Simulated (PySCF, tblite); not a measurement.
# C₂₅H₁₅S+: electronic excitations, NMR shifts

Aim: compute the electronic excitations, NMR shifts of C₂₅H₁₅S+ (`c1ccc2cc3[s+]c4c(ccc5ccc6ccccc6c54)cc3cc2c1`).

Programs: tblite 0.8.0 and PySCF 2.14.0, with routines of our own; each step states its level. All values are computed. Atoms count from 0.

## 1. The starting structure

41 atoms, charge 1, multiplicity 1; geometry from: force field, distance geometry or constructed start.

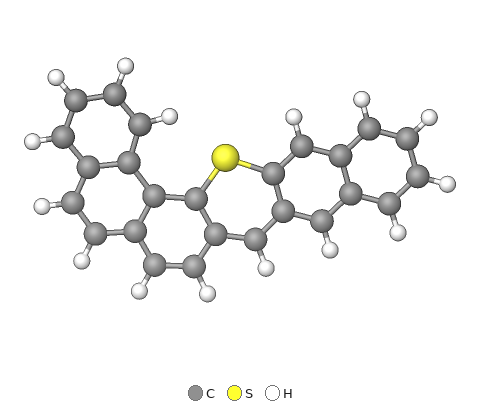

The starting geometry (carbon grey, sulfur yellow, hydrogen white).

## 2. Geometry optimisation with GFN2-xTB

What the job is given:

```
{"job": {"kind": "relax", "xc": "GFN2-xTB", "basis": "xTB"}, "charge": 1, "multiplicity": 1}
C      6.851300     0.115300    -0.196100
C      6.519300     1.309100     0.443900
C      5.189700     1.641900     0.659100
C      4.153300     0.799100     0.215500
C      2.802200     1.113900     0.423400
C      1.772600     0.261900    -0.020900
S      0.106000     0.782300     0.289300
C     -0.964700    -0.508500    -0.379800
C     -0.307100    -1.634100    -0.996600
C     -1.097700    -2.643500    -1.522600
C     -2.479100    -2.578700    -1.464600
C     -3.137500    -1.500800    -0.870300
C     -4.530400    -1.571300    -0.877800
C     -5.304400    -0.573600    -0.333600
C     -4.720600     0.542500     0.254300
C     -5.587800     1.507200     0.797800
C     -5.099200     2.655700     1.399200
C     -3.736000     2.832600     1.468500
C     -2.869700     1.871700     0.936400
C     -3.294700     0.670000     0.300000
C     -2.436800    -0.394700    -0.291100
C      1.088400    -1.811500    -1.120600
C      2.092600    -0.930700    -0.661500
C      3.440500    -1.258800    -0.867300
C      4.481400    -0.406700    -0.430700
C      5.826500    -0.736800    -0.630800
H      7.888600    -0.145600    -0.357800
H      7.309500     1.973200     0.794700
H      4.950700     2.578400     1.162500
H      2.546400     2.045100     0.928000
H     -0.646400    -3.514000    -2.002400
H     -3.042600    -3.402400    -1.895300
H     -5.039900    -2.423000    -1.332000
H     -6.386700    -0.682200    -0.364300
H     -6.663900     1.374100     0.737100
H     -5.779400     3.395700     1.805900
H     -3.325300     3.726200     1.935400
H     -1.822500     2.115300     1.041200
H      1.435300    -2.728900    -1.617200
H      3.701800    -2.180400    -1.369000
H      6.106100    -1.663300    -1.131900
```

Launch:

```
$ OMP_NUM_THREADS=1 python large_run.py task.json out
```

The driver reads the jobs from task.json and runs them one after another.

The program printed:

```text
step      E/eV     max force
  0   -1741.66293    2.615
  1   -1741.92380    1.495
  2   -1741.98841    0.393
  3   -1742.01288    0.369
  4   -1742.04746    0.372
  5   -1742.07245    0.527
  6   -1742.09699    0.417
  7   -1742.11404    0.246
  8   -1742.12935    0.299
  9   -1742.14246    0.225
 10   -1742.15400    0.194
 11   -1742.16252    0.176
 12   -1742.16905    0.195
 13   -1742.17548    0.193
 14   -1742.18257    0.174
 15   -1742.18940    0.168
 16   -1742.19545    0.155
 17   -1742.20074    0.158
 18   -1742.20518    0.119
 19   -1742.20852    0.106
 20   -1742.21122    0.098
 21   -1742.21388    0.096
 22   -1742.21646    0.099
 23   -1742.21844    0.086
 24   -1742.21983    0.064
 25   -1742.22115    0.065
 26   -1742.22291    0.088
 27   -1742.22513    0.092
 28   -1742.22733    0.085
 29   -1742.22925    0.077
 30   -1742.23102    0.085
 31   -1742.23273    0.089
 32   -1742.23419    0.080
 33   -1742.23532    0.059
 34   -1742.23624    0.065
 35   -1742.23716    0.076
 36   -1742.23817    0.071
 37   -1742.23932    0.060
 38   -1742.24072    0.061
 39   -1742.24235    0.073
 40   -1742.24390    0.063
 41   -1742.24496    0.053
 42   -1742.24557    0.040
 43   -1742.24594    0.039
 44   -1742.24619    0.027
 45   -1742.24634    0.021
 46   -1742.24643    0.018
```

Wall time 1.6 s (1 thread of Arm Neoverse V1, shared host); peak memory 0.18 GiB.

Step by step:

```csv
step,energy from step 0 (eV),largest force (eV/Å)
0,0.0000,2.6157
1,-0.2609,1.4949
2,-0.3255,0.3932
3,-0.3500,0.3696
4,-0.3845,0.3719
5,-0.4095,0.5267
6,-0.4341,0.4171
7,-0.4511,0.2460
8,-0.4664,0.2994
11,-0.4996,0.1764
14,-0.5196,0.1738
17,-0.5378,0.1576
20,-0.5483,0.0975
23,-0.5555,0.0854
26,-0.5600,0.0879
29,-0.5663,0.0770
32,-0.5713,0.0804
35,-0.5742,0.0765
38,-0.5778,0.0612
42,-0.5826,0.0401
43,-0.5830,0.0393
44,-0.5833,0.0273
45,-0.5834,0.0214
46,-0.5835,0.0177
```

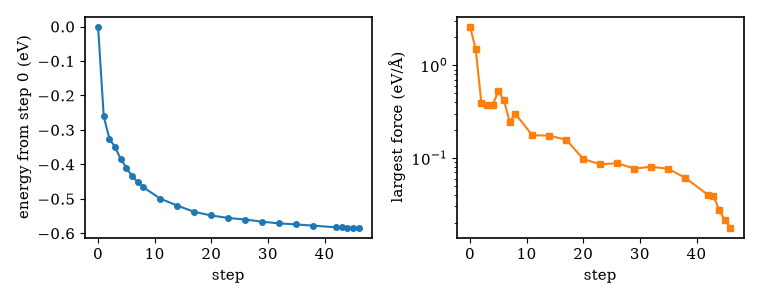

Energy and force, step by step.

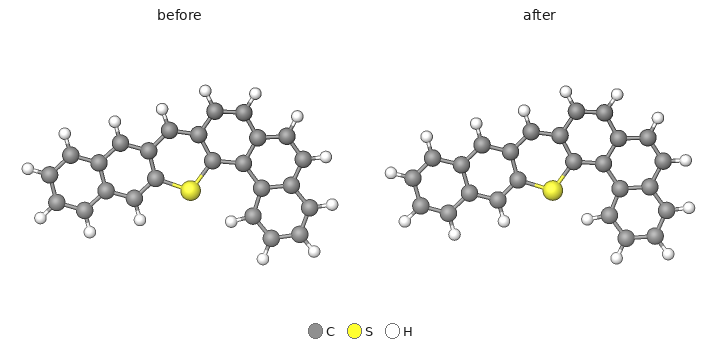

The geometry before (left) and after (right).

Close pairs (by a distance rule), those that changed most:

```csv
bond,before (Å),after (Å),change (Å)
S6–C7,1.806,1.737,-0.069
C7–C20,1.479,1.427,-0.052
C8–C9,1.386,1.426,+0.040
C0–C25,1.402,1.363,-0.039
C9–C10,1.384,1.347,-0.037
C4–C5,1.408,1.376,-0.033
C19–C20,1.490,1.457,-0.032
C5–C22,1.391,1.423,+0.032
```

The next job starts from the end point, and lists it.

## 3. Electronic excitations: TDA PBE0/6-31G*

What the job is given:

```
{"job": {"kind": "uv", "basis": "6-31G*", "grid": 1, "kgrid": 0, "vcut": 1.5, "nstates": 6, "ntriplets": 2, "tda": true, "delta": ["ip_vertical"], "pop": true, "xc": "PBE0"}, "charge": 1, "multiplicity": 1}
C      6.721662     0.187945    -0.154219
C      6.353466     1.385318     0.495030
C      5.037579     1.698724     0.689624
C      4.019867     0.829722     0.242155
C      2.660332     1.123097     0.426672
C      1.688414     0.257661    -0.019180
S      0.028298     0.709307     0.255852
C     -0.990152    -0.537769    -0.395130
C     -0.344529    -1.658345    -1.009507
C     -1.142175    -2.705828    -1.557212
C     -2.486495    -2.640948    -1.496519
C     -3.141168    -1.537064    -0.890509
C     -4.550546    -1.572230    -0.881404
C     -5.272014    -0.565411    -0.326716
C     -4.617188     0.543204     0.255235
C     -5.413092     1.559397     0.817046
C     -4.852438     2.664275     1.398369
C     -3.463850     2.764226     1.423882
C     -2.668806     1.780248     0.880382
C     -3.192129     0.627280     0.272556
C     -2.412323    -0.450862    -0.321576
C      1.032938    -1.822649    -1.124069
C      2.034006    -0.955903    -0.677160
C      3.392643    -1.248845    -0.861089
C      4.390098    -0.388789    -0.418411
C      5.768771    -0.677611    -0.600689
H      7.768084    -0.034559    -0.294090
H      7.126857     2.054756     0.839270
H      4.756537     2.614833     1.186495
H      2.381486     2.040201     0.924126
H     -0.644172    -3.544218    -2.017661
H     -3.097239    -3.429460    -1.907952
H     -5.041682    -2.422631    -1.328582
H     -6.351119    -0.595969    -0.321554
H     -6.486000     1.446680     0.777194
H     -5.466485     3.439987     1.826667
H     -2.995210     3.624593     1.876023
H     -1.613981     1.949649     0.949063
H      1.366220    -2.727007    -1.616019
H      3.663343    -2.167903    -1.359604
H      6.042120    -1.595610    -1.098769
```

With the program's defaults for keys left out, this is: TDA PBE0/6-31G*, vertical, gas phase, core orbitals frozen in the response, virtual orbitals cut by energy.

The program printed:

```text
start: PBE on a coarse grid of 35910 points
cycle   1  E = -1358.3794029595  dE =  4.805e+00  |g| = 8.250e-01  |ddm| = 8.024e+00
cycle   2  E = -1357.3003524305  dE =  1.079e+00  |g| = 1.907e+00  |ddm| = 3.447e+00
cycle   3  E = -1358.3985335543  dE = -1.098e+00  |g| = 7.192e-01  |ddm| = 3.120e+00
cycle   4  E = -1358.5721616406  dE = -1.736e-01  |g| = 2.108e-01  |ddm| = 1.194e+00
cycle   5  E = -1358.5753401505  dE = -3.179e-03  |g| = 1.839e-01  |ddm| = 5.782e-01
cycle   6  E = -1358.5848414347  dE = -9.501e-03  |g| = 8.668e-02  |ddm| = 3.541e-01
cycle   7  E = -1358.5873175912  dE = -2.476e-03  |g| = 1.788e-02  |ddm| = 1.303e-01
cycle   8  E = -1358.5873903545  dE = -7.276e-05  |g| = 9.788e-03  |ddm| = 3.519e-02
final grid: 157445 points
cycle   9  E = -1358.4042708973  dE = -1.113e-02  |g| = 6.517e-02  |ddm| = 1.302e+00
cycle  10  E = -1358.4025912416  dE =  1.680e-03  |g| = 9.699e-02  |ddm| = 2.177e-01
cycle  11  E = -1358.4053639779  dE = -2.773e-03  |g| = 2.480e-02  |ddm| = 1.591e-01
cycle  12  E = -1358.4055428738  dE = -1.789e-04  |g| = 5.889e-03  |ddm| = 3.500e-02
cycle  13  E = -1358.4055505975  dE = -7.724e-06  |g| = 2.122e-03  |ddm| = 1.015e-02
cycle  14  E = -1358.4055544038  dE = -3.806e-06  |g| = 9.282e-04  |ddm| = 3.105e-03
cycle  15  E = -1358.4055563901  dE = -1.986e-06  |g| = 3.347e-04  |ddm| = 1.524e-03
cycle  16  E = -1358.4055539388  dE =  2.451e-06  |g| = 1.095e-04  |ddm| = 5.250e-04
cycle  17  E = -1358.4055539841  dE = -4.528e-08  |g| = 4.192e-05  |ddm| = 1.871e-04
converged SCF energy = -1358.4055539841
Vertical ionisation energy (delta-SCF) = 10.3610 eV   <S^2> = 0.779

Static polarisability (au): isotropic 363.833, principal 82.328 325.838 683.333

Singlet excitations
state   eV       nm        f      main configurations
  1   2.1224    584.2   0.08013   H->L 0.88
  2   2.4902    497.9   0.52377   H-1->L 0.86
  3   2.5946    477.9   0.01295   H-2->L 0.96
  4   3.4782    356.5   0.18089   H-3->L 0.80, H->L+1 0.11
  5   3.7291    332.5   0.00696   H-4->L 0.92
  6   4.1342    299.9   0.14617   H-1->L+1 0.40, H->L+1 0.18, H->L+2 0.11

Triplet excitations (Tamm-Dancoff, eV): 1.3648 1.7893
```

Wall time 3.6 min (1 thread of Arm Neoverse V1, shared host); peak memory 0.7 GiB.

Frontier orbitals and where they lie:

```csv
orbital,eV,atoms
HOMO−4,-10.95,"S6 14 %, C25 10 %, C10 9 %"
HOMO−3,-10.60,"C1 13 %, C24 12 %, C0 10 %"
HOMO−2,-9.86,"C16 14 %, C19 14 %, C9 10 %"
HOMO−1,-9.44,"C15 17 %, C18 17 %, C12 12 %"
HOMO,-9.20,"C4 12 %, C2 11 %, C25 11 %"
LUMO,-6.61,"C21 24 %, C7 11 %, C23 10 %"
LUMO+1,-4.50,"C10 12 %, C8 11 %, C7 10 %"
LUMO+2,-4.31,"C4 15 %, C5 13 %, C0 9 %"
LUMO+3,-3.94,"C20 11 %, C9 9 %, C5 8 %"
```

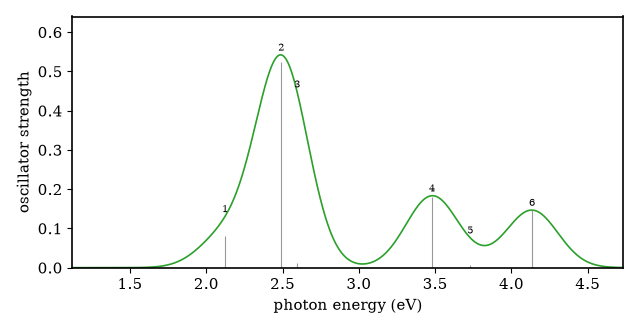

Absorption spectrum from the 6 singlet states computed; above the last one it falls off for lack of states. Lines are broadened to a width of 0.40 eV (Gaussian).

Further results of this job:

```csv
property,computed
polarisability (Å³),53.91
HOMO–LUMO gap (eV),2.60
−ε(HOMO) (eV),9.20
```

## 4. NMR shifts: GIAO KT3/pcSseg-1

The job, as its differences from that of step 3:

```diff
@@ -1,2 +1,2 @@
-{"job": {"kind": "uv", "basis": "6-31G*", "grid": 1, "kgrid": 0, "vcut": 1.5, "nstates": 6, "ntriplets": 2, "tda": true, "delta": ["ip_vertical"], "pop": true, "xc": "PBE0"}, "charge": 1, "multiplicity": 1}
+{"job": {"kind": "nmr", "xc": "KT3", "basis": "pcSseg-1", "pop": false}, "charge": 1, "multiplicity": 1}
 C      6.721662     0.187945    -0.154219
```

With the program's defaults for keys left out, this is: GIAO KT3/pcSseg-1 NMR shielding, non-relativistic, gas phase.

The program printed:

```text
start: PBE on a coarse grid of 35910 points
cycle   1  E = -1357.7709978694  dE =  4.785e+00  |g| = 8.161e-01  |ddm| = 8.054e+00
cycle   2  E = -1356.7081957099  dE =  1.063e+00  |g| = 1.916e+00  |ddm| = 3.586e+00
cycle   3  E = -1357.7939944203  dE = -1.086e+00  |g| = 6.962e-01  |ddm| = 3.264e+00
cycle   4  E = -1357.9518107120  dE = -1.578e-01  |g| = 2.144e-01  |ddm| = 1.252e+00
cycle   5  E = -1357.9562109816  dE = -4.400e-03  |g| = 1.763e-01  |ddm| = 5.657e-01
cycle   6  E = -1357.9645744280  dE = -8.363e-03  |g| = 8.431e-02  |ddm| = 3.443e-01
cycle   7  E = -1357.9668231623  dE = -2.249e-03  |g| = 1.765e-02  |ddm| = 1.208e-01
cycle   8  E = -1357.9668903655  dE = -6.720e-05  |g| = 1.003e-02  |ddm| = 3.600e-02
cycle   9  E = -1357.9669185467  dE = -2.818e-05  |g| = 2.073e-03  |ddm| = 1.352e-02
final grid: 332740 points
cycle  10  E = -1378.4386809941  dE = -6.202e-02  |g| = 1.358e-01  |ddm| = 1.905e+00
cycle  11  E = -1378.4305008765  dE =  8.180e-03  |g| = 1.763e-01  |ddm| = 3.792e-01
cycle  12  E = -1378.4346228785  dE = -4.122e-03  |g| = 1.237e-01  |ddm| = 4.767e-01
cycle  13  E = -1378.4401041040  dE = -5.481e-03  |g| = 3.466e-02  |ddm| = 2.166e-01
cycle  14  E = -1378.4404548773  dE = -3.508e-04  |g| = 7.804e-03  |ddm| = 5.180e-02
cycle  15  E = -1378.4404684237  dE = -1.355e-05  |g| = 3.988e-03  |ddm| = 1.513e-02
cycle  16  E = -1378.4404743367  dE = -5.913e-06  |g| = 1.918e-03  |ddm| = 7.577e-03
cycle  17  E = -1378.4404760717  dE = -1.735e-06  |g| = 6.899e-04  |ddm| = 3.273e-03
cycle  18  E = -1378.4404764091  dE = -3.374e-07  |g| = 1.941e-04  |ddm| = 1.166e-03
cycle  19  E = -1378.4404752073  dE =  1.202e-06  |g| = 7.077e-05  |ddm| = 4.528e-04
converged SCF energy = -1378.4404752073

GIAO shielding tensors (ppm)
atom      isotropic    diamagn.    paramagn.     s11        s22        s33       span
  0 C       58.589     251.057    -192.467    -40.437     41.709    174.496    214.934
  1 C       53.090     251.327    -198.236    -47.577     32.999    173.849    221.427
  2 C       62.033     241.062    -179.029    -26.350     51.780    160.670    187.020
  3 C       56.968     256.353    -199.385    -14.013     -1.442    186.358    200.371
  4 C       64.679     252.851    -188.172    -14.345     56.049    152.333    166.677
  5 C       56.930     266.814    -209.884    -10.115     24.989    155.915    166.030
  6 S      304.049    1064.483    -760.434    186.324    248.362    477.459    291.135
  7 C       43.148     268.950    -225.802    -16.622     -2.171    148.237    164.859
  8 C       63.875     253.688    -189.813     -1.206      9.610    183.220    184.426
  9 C       54.971     249.074    -194.103    -34.515     51.632    147.796    182.311
 10 C       56.207     250.765    -194.557    -33.943     51.853    150.712    184.654
 11 C       52.570     254.295    -201.725    -14.480     -5.039    177.229    191.709
 12 C       60.893     241.399    -180.506    -25.049     56.840    150.889    175.938
 13 C       46.629     246.595    -199.966    -45.731     32.751    152.868    198.600
 14 C       58.043     249.164    -191.122     -9.145     -2.044    185.316    194.461
 15 C       55.316     238.461    -183.145    -35.931     45.346    156.534    192.465
 16 C       59.567     254.104    -194.537    -38.982     41.608    176.073    215.055
 17 C       56.330     247.155    -190.826    -44.796     41.738    172.048    216.844
 18 C       62.179     261.166    -198.986    -20.641     40.127    167.051    187.692
 19 C       61.933     249.138    -187.205    -10.874     22.587    174.088    184.962
 20 C       66.014     244.540    -178.526      6.856     19.257    171.930    165.073
 21 C       37.021     253.360    -216.339    -37.710     14.000    134.772    172.482
 22 C       68.159     252.418    -184.260      0.215     15.372    188.889    188.674
 23 C       51.218     247.930    -196.712    -26.826     34.366    146.114    172.939
 24 C       59.132     252.993    -193.860    -15.015      3.293    189.119    204.133
 25 C       58.146     236.238    -178.091    -33.614     47.857    160.195    193.808
 26 H       23.357      23.250       0.107     18.709     24.612     26.751      8.042
 27 H       23.179      25.263      -2.084     18.623     24.193     26.721      8.098
 28 H       23.235      31.922      -8.688     17.213     24.117     28.374     11.161
 29 H       22.721      37.801     -15.080     14.776     23.477     29.909     15.134
 30 H       23.384      33.272      -9.888     17.501     24.619     28.031     10.530
 31 H       23.396      33.273      -9.878     17.692     24.700     27.796     10.104
 32 H       23.552      30.234      -6.682     17.776     24.954     27.925     10.149
 33 H       23.095      30.001      -6.906     17.956     23.978     27.352      9.395
 34 H       23.274      28.463      -5.189     17.843     24.270     27.709      9.866
 35 H       23.409      25.730      -2.321     18.919     25.027     26.282      7.363
 36 H       23.175      32.421      -9.246     17.860     24.038     27.627      9.767
 37 H       21.462      38.890     -17.428     10.154     22.060     32.173     22.019
 38 H       22.568      37.502     -14.934     15.238     23.062     29.405     14.167
 39 H       22.537      36.672     -14.135     15.545     23.369     28.698     13.153
 40 H       23.098      28.905      -5.807     17.282     23.925     28.086     10.805
```

Run time: 71 s. Hardware: 1 thread of Arm Neoverse V1, shared host; peak memory 0.77 GiB.

Shifts follow as δ = σ(reference) − σ, with reference shieldings (ppm) from runs at the same level and on the same kind of geometry: 1H TMS 31.76, 13C TMS 184.7. The references are single molecules in the gas phase.

```csv
atoms,environment,σ (ppm),δ (ppm)
C21,aromatic CH,37.0,147.7
C7,ring-fusion aromatic carbon,43.1,141.5
C13,aromatic CH,46.6,138.1
C23,aromatic CH,51.2,133.5
C11,ring-fusion aromatic carbon,52.6,132.1
C1,aromatic CH,53.1,131.6
C9,aromatic CH,55.0,129.7
C15,aromatic CH,55.3,129.4
C10,aromatic CH,56.2,128.5
C17,aromatic CH,56.3,128.4
C5,ring-fusion aromatic carbon,56.9,127.8
C3,ring-fusion aromatic carbon,57.0,127.7
C14,ring-fusion aromatic carbon,58.0,126.6
C25,aromatic CH,58.1,126.5
C0,aromatic CH,58.6,126.1
C24,ring-fusion aromatic carbon,59.1,125.6
C16,aromatic CH,59.6,125.1
C12,aromatic CH,60.9,123.8
C19,ring-fusion aromatic carbon,61.9,122.8
C2,aromatic CH,62.0,122.7
C18,aromatic CH,62.2,122.5
C8,ring-fusion aromatic carbon,63.9,120.8
C4,aromatic CH,64.7,120.0
C20,ring-fusion aromatic carbon,66.0,118.7
C22,ring-fusion aromatic carbon,68.2,116.5
H37,hydrogen on an aromatic CH,21.46,10.29
H39,hydrogen on an aromatic CH,22.54,9.22
H38,hydrogen on an aromatic CH,22.57,9.19
H29,hydrogen on an aromatic CH,22.72,9.04
H33,hydrogen on an aromatic CH,23.10,8.66
H40,hydrogen on an aromatic CH,23.10,8.66
H36,hydrogen on an aromatic CH,23.18,8.58
H27,hydrogen on an aromatic CH,23.18,8.58
H28,hydrogen on an aromatic CH,23.23,8.52
H34,hydrogen on an aromatic CH,23.27,8.48
H26,hydrogen on an aromatic CH,23.36,8.40
H30,hydrogen on an aromatic CH,23.38,8.37
H31,hydrogen on an aromatic CH,23.40,8.36
H35,hydrogen on an aromatic CH,23.41,8.35
H32,hydrogen on an aromatic CH,23.55,8.20
```

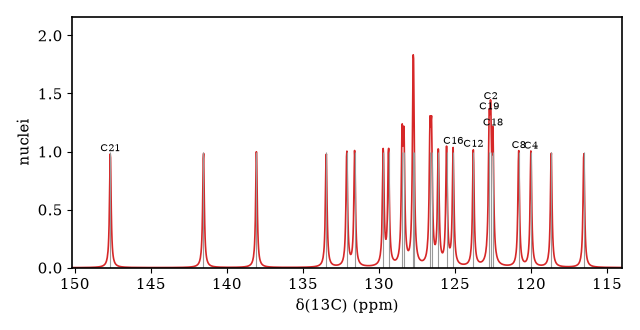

13C lines at the computed shifts, without couplings. Lines are broadened to a width of 0.12 ppm (Lorentzian).

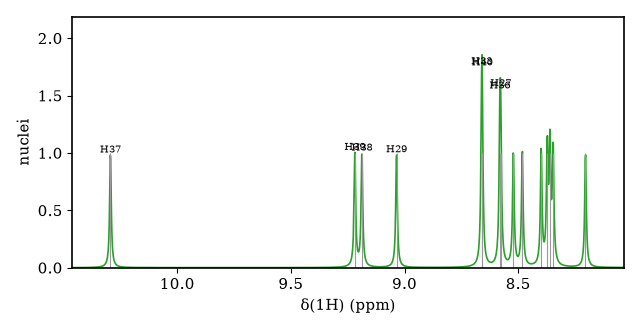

1H lines at the computed shifts, without couplings. Lines are broadened to a width of 0.01 ppm (Lorentzian).

Ring of atoms C0, C1, C2, C3, C24, C25: NICS(0) -8.6, NICS(1) -11.5, NICS(1)zz -28.5 ppm (means of both faces).

Ring of atoms C3, C4, C5, C22, C23, C24: NICS(0) -10.6, NICS(1) -12.7, NICS(1)zz -30.7 ppm (means of both faces).

Ring of atoms C5, S6, C7, C8, C21, C22: NICS(0) -4.9, NICS(1) -6.8, NICS(1)zz -12.2 ppm (means of both faces).

## 5. What came out

```
                                quantity                                                                                                          value
            lowest singlet (PBE0/6-31G*)                                                                                    2.12 eV (584 nm), f = 0.080
brightest single state of those computed                                                                                    state 2, 2.49 eV, f = 0.524
                          lowest triplet                                                                                                        1.36 eV
   13C shifts against TMS (KT3/pcSseg-1)  147.7, 141.5, 138.1, 133.5, 132.1, 131.6, 129.7, 129.4, 128.5, 128.4, 127.8, 127.7, 126.6, 126.5 ppm and more
    1H shifts against TMS (KT3/pcSseg-1)               10.29, 9.22, 9.19, 9.04, 8.66, 8.66, 8.58, 8.58, 8.52, 8.48, 8.40, 8.37, 8.36, 8.35 ppm and more
          shieldings of S (KT3/pcSseg-1)                                                                                                   S6 304.0 ppm
```

What this shows: The first singlet state (HOMO→LUMO 0.88) lies at 2.12 eV and is bright; of the 6 states computed, the strongest absorption comes from state 2 at 2.49 eV. State 1 absorbs in the visible (584 nm). The lowest triplet lies 0.76 eV below the lowest singlet. At KT3/pcSseg-1: Shielding is most anisotropic at S6 (span 291 ppm, paramagnetic term -760 ppm). NICS(1)zz of -28 ppm above the planar ring from C0 marks a diatropic (aromatic) ring current. NICS(1)zz of -31 ppm above the planar ring from C3 marks a diatropic (aromatic) ring current.
